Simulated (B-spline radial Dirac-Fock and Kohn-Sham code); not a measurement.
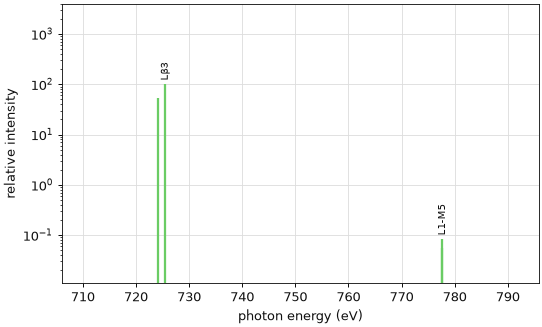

X-ray emission lines that fill an L1 (2s) hole, as sticks, on a logarithmic intensity axis. Lines at much lower energy are not shown. Multiplet splitting by the open shell is left out. System: the ion Mn³⁺ ([Ar] 3d4). Level of theory: independent-particle rates on relativistic LDA orbitals of the hole state (multipoles to L = 3), energies from Dirac–Fock ΔSCF; calculated with a B-spline radial code. Widths ruled by Coster–Kronig decay come out up to twice the measured ones in this model.

**What multipole carries the L1-M5 line?**

E2; it is forbidden as an electric dipole and holds 0.052 % of the emission.
